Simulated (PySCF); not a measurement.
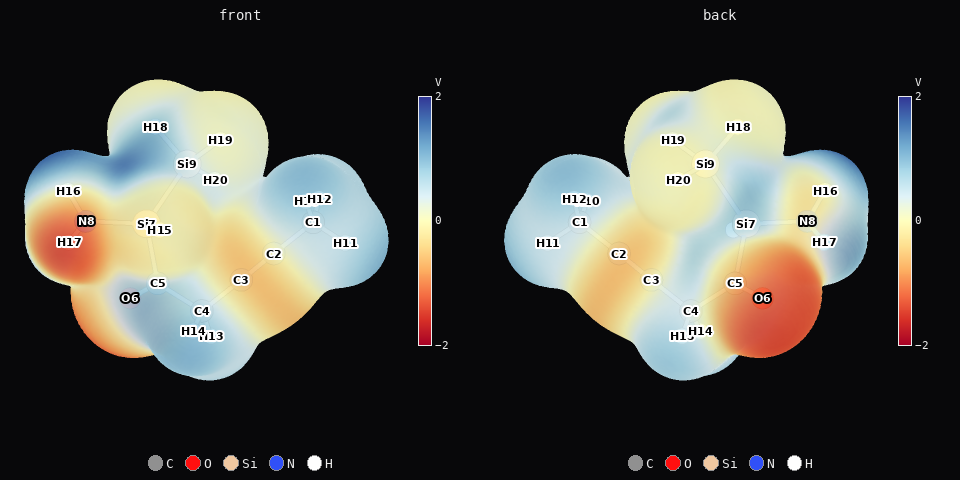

C$_{5}$H$_{11}$NOSi$_{2}$. The molecular electrostatic potential painted on the density surface at 0.002 e/bohr³, seen from the front and from behind; the colour scale runs from red (negative) to blue (positive).

Geometry: GFN2-xTB.

Theory: PBE0/pcSseg-1, SCF density, gas phase, non-relativistic in PySCF 2.14.0.

```json
{"atom": "C", "x (Å)": "2.7044", "y (Å)": "0.9590", "z (Å)": "1.4832"}
{"atom": "C", "x (Å)": "2.1088", "y (Å)": "0.1157", "z (Å)": "0.4703"}
{"atom": "C", "x (Å)": "1.6301", "y (Å)": "-0.5976", "z (Å)": "-0.3665"}
{"atom": "C", "x (Å)": "1.0333", "y (Å)": "-1.4282", "z (Å)": "-1.3885"}
{"atom": "C", "x (Å)": "-0.4298", "y (Å)": "-1.0903", "z (Å)": "-1.6074"}
{"atom": "O", "x (Å)": "-0.9266", "y (Å)": "-1.1457", "z (Å)": "-2.7108"}
{"atom": "Si", "x (Å)": "-1.4742", "y (Å)": "-0.5489", "z (Å)": "-0.0912"}
{"atom": "N", "x (Å)": "-3.0405", "y (Å)": "-1.0762", "z (Å)": "-0.5778"}
{"atom": "Si", "x (Å)": "-1.2047", "y (Å)": "1.7141", "z (Å)": "0.3037"}
{"atom": "H", "x (Å)": "2.2463", "y (Å)": "0.7575", "z (Å)": "2.4512"}
{"atom": "H", "x (Å)": "3.7742", "y (Å)": "0.7619", "z (Å)": "1.5510"}
{"atom": "H", "x (Å)": "2.5518", "y (Å)": "2.0081", "z (Å)": "1.2317"}
{"atom": "H", "x (Å)": "1.5863", "y (Å)": "-1.3490", "z (Å)": "-2.3297"}
{"atom": "H", "x (Å)": "1.0576", "y (Å)": "-2.4751", "z (Å)": "-1.0651"}
{"atom": "H", "x (Å)": "-1.0801", "y (Å)": "-1.4197", "z (Å)": "1.0301"}
{"atom": "H", "x (Å)": "-3.8767", "y (Å)": "-0.7213", "z (Å)": "-0.1454"}
{"atom": "H", "x (Å)": "-3.1941", "y (Å)": "-1.2490", "z (Å)": "-1.5593"}
{"atom": "H", "x (Å)": "-2.4827", "y (Å)": "2.4376", "z (Å)": "0.2368"}
{"atom": "H", "x (Å)": "-0.6859", "y (Å)": "1.9662", "z (Å)": "1.6517"}
{"atom": "H", "x (Å)": "-0.3027", "y (Å)": "2.3914", "z (Å)": "-0.6322"}
```

> Where is the surface potential most negative and most positive?

The most negative region (about −1.5 V, or −35 kcal/mol for a unit charge) lies over O6 and N8, the most positive (about +1.5 V, or +35 kcal/mol for a unit charge) over Si7 and H16.
